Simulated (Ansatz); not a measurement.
**SiH$_{6}$S: molecular dynamics (part 3 of 3)**

SiH$_{6}$S; RKS r2SCAN/def2-TZVP (Ansatz 0.2.0). It belongs to a series of runs on one base structure; here: dynamics from the highest image of the converged band.

Geometry of the input (Å):
```
Si -0.2095  0.0008  -0.1157
H  -0.1542  0.1685  1.5766
H  1.1993  -0.4703  0.0806
H  -0.2243  1.4377  -0.4512
H  -0.6602  -0.8796  -1.2294
S  -2.6052  0.0126  0.6789
H  -2.5783  -1.3037  0.9513
H  -1.1418  0.1614  1.5001
```

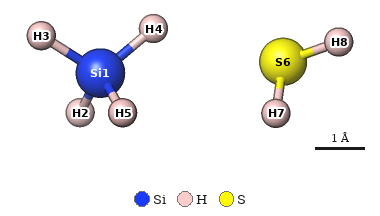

**Figure 1.** The geometry at step 117 of the log (ball-and-stick view, seen at a tilt; atoms are numbered from 1 in the order of the input).

**Trajectory as extended XYZ, continued**
```
8
Properties=species:S:1:pos:R:3:forces:R:3 step=25 time_fs=12.5 energy=-18807.53049 temperature=353.9
Si   -0.2010    0.0071   -0.1105    2.3445  -0.1161   0.3869
H    -0.1532    0.1899    1.4372    0.2731  -0.2020  -0.1233
H     1.2165   -0.4707   -0.0092    0.2726   0.0334  -0.3658
H    -0.1299    1.3941   -0.5511   -0.2848   0.4016  -0.2440
H    -0.6974   -0.9384   -1.1093   -0.3738  -0.2981  -0.1476
S    -2.6060    0.0120    0.6888   -1.5824   0.2501   0.1982
H    -2.6098   -1.3274    0.7678    0.0504  -0.0305   0.0409
H    -1.3988    0.1082    1.4289   -0.6998  -0.0384   0.2546
8
Properties=species:S:1:pos:R:3:forces:R:3 step=33 time_fs=16.5 energy=-18807.71956 temperature=598.6
Si   -0.1791    0.0083   -0.1067    2.6450  -0.0429  -1.3045
H    -0.1432    0.1442    1.3522    0.2704  -0.1795   0.5950
H     1.2640   -0.4652   -0.1245   -0.0147   0.2188  -0.4309
H    -0.1809    1.4177   -0.6233   -0.2288  -0.3372   0.0222
H    -0.7756   -0.9790   -1.0628    0.0126   0.0963   0.3259
S    -2.6163    0.0125    0.6936   -4.0614   0.6789  -1.3549
H    -2.6082   -1.3087    0.7130    0.0241  -0.5591   0.0570
H    -1.6092    0.0954    1.4526    1.3527   0.1246   2.0902
8
Properties=species:S:1:pos:R:3:forces:R:3 step=42 time_fs=21.0 energy=-18808.21307 temperature=1233.4
Si   -0.1379    0.0092   -0.1105    1.8496  -0.2458  -1.5259
H    -0.0821    0.0604    1.3549    0.1952  -0.1317   0.3270
H     1.3136   -0.4197   -0.3267   -0.2517   0.3071  -0.1644
H    -0.2776    1.3911   -0.6987   -0.0720  -0.3944   0.2636
H    -0.8581   -1.0108   -0.9574    0.4174   0.1628   0.3280
S    -2.6468    0.0162    0.6945   -0.6954  -0.1880   1.4834
H    -2.6020   -1.3500    0.6635   -0.0175   0.6571   0.1303
H    -1.7262    0.0915    1.7514   -1.4257  -0.1672  -0.8421
8
Properties=species:S:1:pos:R:3:forces:R:3 step=50 time_fs=25.0 energy=-18808.51710 temperature=1625.6
Si   -0.0901    0.0086   -0.1222    1.4956  -0.4750   0.0089
H     0.0026   -0.0338    1.4043    0.0421   0.0225  -0.8093
H     1.3232   -0.3319   -0.5354   -0.0527   0.2027   0.0646
H    -0.3783    1.3128   -0.7289   -0.0760   0.3331   0.1303
H    -0.8729   -1.0200   -0.8153    0.2289  -0.3692  -0.1321
S    -2.6797    0.0192    0.7009   -0.4601   0.4920   2.0377
H    -2.5989   -1.3134    0.6389   -0.0352  -0.0915   0.1150
H    -1.9929    0.0683    1.9421   -1.1426  -0.1146  -1.4151
8
Properties=species:S:1:pos:R:3:forces:R:3 step=58 time_fs=29.0 energy=-18808.75742 temperature=1936.2
Si   -0.0342    0.0056   -0.1348    0.8234  -0.3284  -0.5148
H     0.0958   -0.1239    1.3523    0.0452   0.2219  -0.3199
H     1.3239   -0.2134   -0.7353    0.0895   0.0604   0.2133
H    -0.4896    1.2732   -0.7350    0.0120   0.2422   0.2620
H    -0.8498   -1.0785   -0.6884    0.2303  -0.3702  -0.2629
S    -2.7155    0.0245    0.7154   -1.3687   0.6788  -0.9438
H    -2.6008   -1.2879    0.6306   -0.0483  -0.5248   0.0454
H    -2.4165    0.0290    1.9719    0.2166   0.0200   1.5206
8
Properties=species:S:1:pos:R:3:forces:R:3 step=67 time_fs=33.5 energy=-18808.81004 temperature=2003.5
Si    0.0337    0.0001   -0.1535   -0.1217  -0.1687  -2.0202
H     0.2145   -0.1873    1.2584    0.2825   0.2683   0.8758
H     1.3347   -0.0695   -0.9192   -0.0837  -0.0676   0.3976
H    -0.6068    1.2612   -0.6910    0.3132  -0.3557   0.4521
H    -0.7755   -1.1968   -0.5902    0.4677   0.3153  -0.1831
S    -2.7622    0.0332    0.7306   -0.7419  -0.6104   1.9063
H    -2.6149   -1.3191    0.6342   -0.1751   0.5934   0.1621
H    -2.8936   -0.0148    2.1420    0.0589   0.0255  -1.5907
8
Properties=species:S:1:pos:R:3:forces:R:3 step=75 time_fs=37.5 energy=-18808.88947 temperature=2105.9
Si    0.0940   -0.0059   -0.1800    0.1337  -0.3645  -0.3735
H     0.3593   -0.1979    1.2775    0.1546   0.4056  -0.2230
H     1.3357    0.0486   -1.0222    0.0092  -0.1396   0.3299
H    -0.6674    1.2065   -0.5850    0.1628  -0.0973   0.1841
H    -0.6415   -1.2638   -0.5350    0.1603   0.2799  -0.2504
S    -2.8081    0.0389    0.7516   -1.1859   0.0325   2.2041
H    -2.6521   -1.2825    0.6600   -0.0694  -0.2003   0.0622
H    -3.2977   -0.0494    2.1095    0.6347   0.0836  -1.9334
8
Properties=species:S:1:pos:R:3:forces:R:3 step=83 time_fs=41.5 energy=-18809.03653 temperature=2296.0
Si    0.1552   -0.0138   -0.2089    0.6940  -0.1458   0.9598
H     0.5270   -0.1500    1.2723   -0.0458   0.2956  -0.8022
H     1.3402    0.1471   -1.0779    0.2346  -0.0848   0.0327
H    -0.7058    1.1387   -0.4510   -0.1336   0.2510  -0.1160
H    -0.4848   -1.2947   -0.5181   -0.2651  -0.2117  -0.3088
S    -2.8588    0.0447    0.7818    0.1889   0.4079  -0.6119
H    -2.6999   -1.2689    0.6950    0.0281  -0.4197  -0.0531
H    -3.6316   -0.0743    1.8273   -0.7010  -0.0924   0.8995
8
Properties=species:S:1:pos:R:3:forces:R:3 step=92 time_fs=46.0 energy=-18809.07757 temperature=2347.8
Si    0.2280   -0.0233   -0.2364    0.1468   0.3147  -0.0164
H     0.7133   -0.0478    1.1485    0.1355  -0.0633   0.2782
H     1.3799    0.2429   -1.1325   -0.0212  -0.0307  -0.0735
H    -0.7608    1.0917   -0.3198    0.2274  -0.2433  -0.2617
H    -0.3479   -1.3548   -0.5505   -0.1213   0.0945  -0.0839
S    -2.9165    0.0523    0.8152   -1.3431  -0.7915   0.8119
H    -2.7524   -1.3012    0.7281   -0.0571   0.5851   0.0056
H    -4.0801   -0.1118    1.5775    1.0331   0.1343  -0.6603
8
Properties=species:S:1:pos:R:3:forces:R:3 step=100 time_fs=50.0 energy=-18808.94778 temperature=2181.7
Si    0.2938   -0.0302   -0.2603    0.0717   0.3003  -0.4006
H     0.8974    0.0369    1.0654    0.1254  -0.2727   0.5230
H     1.4134    0.3216   -1.1915   -0.3263  -0.0736  -0.0516
H    -0.7791    1.0199   -0.2443    0.3345  -0.3085  -0.3259
H    -0.2470   -1.3964   -0.5945    0.0966   0.4004   0.1497
S    -2.9735    0.0562    0.8476   -2.4909  -0.0864   0.7960
H    -2.8049   -1.2644    0.7564    0.0631  -0.2272  -0.0457
H    -4.3506   -0.1287    1.2990    2.1259   0.2677  -0.6450
8
Properties=species:S:1:pos:R:3:forces:R:3 step=108 time_fs=54.0 energy=-18809.08006 temperature=2351.4
Si    0.3607   -0.0355   -0.2857    1.0168   0.3824   0.5843
H     1.0923    0.0806    1.0451   -0.4234  -0.3915  -0.4182
H     1.4026    0.3900   -1.2603   -0.2229  -0.0557  -0.1644
H    -0.7543    0.9091   -0.2164   -0.1207   0.2080  -0.2140
H    -0.1354   -1.3881   -0.6191    0.0280  -0.1012   0.1248
S    -3.0408    0.0595    0.8834    0.3199   0.3456   0.0349
H    -2.8484   -1.2522    0.7783    0.1280  -0.3270  -0.0470
H    -4.3471   -0.1106    0.9318   -0.7256  -0.0607   0.0996
8
Properties=species:S:1:pos:R:3:forces:R:3 step=117 time_fs=58.5 energy=-18809.10487 temperature=2382.9
Si    0.4419   -0.0387   -0.3112    0.6811   0.4677   0.2877
H     1.2427    0.0624    0.9620   -0.3308  -0.2393  -0.2259
H     1.3526    0.4572   -1.3675   -0.0252  -0.0411  -0.1750
H    -0.7428    0.8166   -0.2216   -0.0826   0.2337  -0.0108
H    -0.0048   -1.3983   -0.6255    0.0084  -0.3816   0.0441
S    -3.1165    0.0643    0.9246   -0.8043  -0.6775  -0.2277
H    -2.8796   -1.2741    0.7969   -0.0615   0.5567   0.0461
H    -4.4143   -0.0942    0.5124    0.6149   0.0814   0.2616
8
Properties=species:S:1:pos:R:3:forces:R:3 step=125 time_fs=62.5 energy=-18808.97666 temperature=2219.1
Si    0.5178   -0.0392   -0.3325   -0.6936   0.0429  -1.1401
H     1.3297    0.0081    0.8595    0.3609   0.0515   0.6931
H     1.3003    0.5082   -1.4865   -0.0316  -0.1754   0.1780
H    -0.7414    0.7688   -0.2299    0.4330  -0.1308   0.1221
H     0.1148   -1.4568   -0.6223    0.1463   0.2434   0.0733
S    -3.1867    0.0660    0.9599   -2.1981   0.0286  -1.1169
H    -2.9118   -1.2304    0.8179    0.0677  -0.2624  -0.0455
H    -4.4195   -0.0722    0.1917    1.9154   0.2021   1.2360
8
Properties=species:S:1:pos:R:3:forces:R:3 step=133 time_fs=66.5 energy=-18809.12856 temperature=2413.4
Si    0.5907   -0.0394   -0.3591   -0.2862  -0.3746  -0.6652
H     1.4563   -0.0398    0.8387    0.0532   0.2632   0.0567
H     1.2459    0.5340   -1.5811    0.1372  -0.1858   0.3215
H    -0.6844    0.7079   -0.2194    0.1879  -0.0099   0.2540
H     0.2535   -1.4861   -0.6097    0.0620   0.3295  -0.0273
S    -3.2660    0.0677    0.9907    0.0397   0.1816   0.3436
H    -2.9345   -1.2140    0.8340    0.1190  -0.2344   0.0085
H    -4.1759   -0.0227    0.0289   -0.3129   0.0304  -0.2919
8
Properties=species:S:1:pos:R:3:forces:R:3 step=142 time_fs=71.0 energy=-18809.10458 temperature=2382.7
Si    0.6714   -0.0419   -0.3928    0.5473  -0.3315   0.5218
H     1.6037   -0.0457    0.8201   -0.3761   0.3751  -0.6602
H     1.2129    0.5341   -1.6378    0.3832   0.0505  -0.0063
H    -0.5949    0.6418   -0.1613   -0.3000   0.2152   0.2965
H     0.4173   -1.4735   -0.6026   -0.1650  -0.2962  -0.1910
S    -3.3559    0.0698    1.0270   -0.0692  -0.6509  -0.3974
H    -2.9448   -1.2200    0.8571   -0.0987   0.5087   0.1802
H    -3.9215    0.0439   -0.2023    0.0785   0.1291   0.2564
8
Properties=species:S:1:pos:R:3:forces:R:3 step=150 time_fs=75.0 energy=-18809.01586 temperature=2269.4
Si    0.7454   -0.0460   -0.4205   -0.3897  -0.1974   0.1433
H     1.6874    0.0075    0.7157    0.1818   0.3162  -0.0069
H     1.2396    0.5385   -1.6824    0.2337   0.1038  -0.0060
H    -0.5478    0.6097   -0.0663    0.2044  -0.0888  -0.0078
H     0.5401   -1.4956   -0.6239   -0.1748  -0.1274  -0.1475
S    -3.4356    0.0693    1.0578   -0.5965   0.2339  -2.3560
H    -2.9624   -1.1666    0.9028    0.1405  -0.2801   0.0974
H    -3.7124    0.1185   -0.3765    0.4008   0.0398   2.2834
8
Properties=species:S:1:pos:R:3:forces:R:3 step=158 time_fs=79.0 energy=-18809.17930 temperature=2478.8
Si    0.8175   -0.0514   -0.4476   -0.7005  -0.3452  -0.3645
H     1.7973    0.1082    0.6081    0.5185   0.1478   0.4122
H     1.2997    0.5564   -1.7249   -0.1030  -0.0066   0.2069
H    -0.4749    0.5674    0.0279    0.3695  -0.1825  -0.2883
H     0.6379   -1.5324   -0.6661   -0.0553   0.3892   0.0206
S    -3.5176    0.0694    1.0788   -0.0268  -0.0084  -0.1209
H    -2.9629   -1.1420    0.9658    0.0648  -0.1627   0.1634
H    -3.4517    0.2017   -0.2545   -0.0671   0.1685  -0.0294
8
Properties=species:S:1:pos:R:3:forces:R:3 step=167 time_fs=83.5 energy=-18809.16696 temperature=2462.9
Si    0.8955   -0.0593   -0.4795    0.9607   0.1205   0.4579
H     1.9886    0.2409    0.5367   -0.4173  -0.3148  -0.3751
H     1.3498    0.5780   -1.7422   -0.2653   0.0440  -0.0181
H    -0.3413    0.4943    0.0881   -0.2903   0.1395  -0.1387
H     0.7376   -1.5169   -0.7111    0.0235   0.0112   0.0703
S    -3.6106    0.0688    1.1017    0.3301  -0.6248  -0.0261
H    -2.9603   -1.1307    1.0660   -0.3119   0.4417   0.1668
H    -3.1460    0.3333   -0.1240   -0.0295   0.1826  -0.1369
8
Properties=species:S:1:pos:R:3:forces:R:3 step=175 time_fs=87.5 energy=-18808.99989 temperature=2249.1
Si    0.9694   -0.0657   -0.5057    1.0068   0.6351   0.5716
H     2.1086    0.3145    0.4294   -0.4506  -0.4603  -0.2392
H     1.3534    0.6040   -1.7595   -0.2821   0.1023  -0.2818
H    -0.2571    0.4459    0.1162   -0.3300   0.1611  -0.0783
H     0.8292   -1.4995   -0.7408    0.0623  -0.4392   0.0263
S    -3.6913    0.0660    1.1222    1.2025   0.8289  -1.9175
H    -2.9961   -1.0692    1.1817    0.0935  -0.2834   0.1049
H    -2.8994    0.4717   -0.0349   -1.3024  -0.5445   1.8140
8
Properties=species:S:1:pos:R:3:forces:R:3 step=183 time_fs=91.5 energy=-18809.16766 temperature=2463.6
Si    1.0479   -0.0692   -0.5293   -0.5743   0.2303  -0.3874
H     2.1736    0.3244    0.2950    0.4822  -0.1224   0.5554
H     1.3135    0.6414   -1.8121   -0.2909  -0.1239  -0.0134
H    -0.2144    0.4182    0.1290    0.2610  -0.0924  -0.2359
H     0.9309   -1.5342   -0.7649    0.1212   0.1071   0.0830
S    -3.7668    0.0662    1.1348    0.3556   0.0822  -0.2650
H    -3.0263   -1.0367    1.3149   -0.0690  -0.1079   0.1049
H    -2.8239    0.5426    0.2875   -0.2858   0.0269   0.1583
8
Properties=species:S:1:pos:R:3:forces:R:3 step=192 time_fs=96.0 energy=-18809.18149 temperature=2481.7
Si    1.1334   -0.0714   -0.5581   -0.3670   0.0512  -0.5791
H     2.3160    0.3099    0.2281    0.1227  -0.0428   0.2265
H     1.2205    0.6603   -1.8711   -0.0317  -0.2854   0.2671
H    -0.1279    0.3741    0.1073    0.1906  -0.0718   0.0353
H     1.0658   -1.5558   -0.7780    0.0799   0.3475   0.0534
S    -3.8506    0.0661    1.1476    0.1671  -0.7595   0.3036
H    -3.0812   -1.0118    1.4797   -0.4920   0.3213  -0.0486
H    -2.7571    0.6469    0.6801    0.3305   0.4395  -0.2581
8
Properties=species:S:1:pos:R:3:forces:R:3 step=200 time_fs=100.0 energy=-18809.01892 temperature=2273.7
Si    1.2073   -0.0730   -0.5868    0.6709   0.2839   0.0737
H     2.4633    0.2901    0.2071   -0.6833  -0.0566  -0.4046
H     1.1314    0.6361   -1.8888    0.2630  -0.0662  -0.0290
H    -0.0238    0.3244    0.0941   -0.2532   0.0721   0.4497
H     1.1986   -1.5295   -0.7820   -0.0057  -0.2336  -0.0863
S    -3.9237    0.0632    1.1605    2.0626   1.2838  -0.3345
H    -3.1963   -0.9535    1.6241   -0.0382  -0.3412   0.1311
H    -2.6747    0.7902    0.9802   -2.0161  -0.9422   0.1999
```

**Summary**

- outcome: finished
- mean temperature over the second half: 2361 K
- trajectory: 200 steps, 100 fs
- ensemble: nve
- temperature in the input: 100.0 K
- time step: 0.5 fs
- potential energy (last step): −18809.0189 eV
- mean-field energy (last step): −18809.0189 eV
- largest force (length of the vector) (last step): 2.452 eV/Å
- wall time: 4 min (CPU time 15 min)
- peak memory: 0.18 GiB

So short a trajectory is not equilibrated.
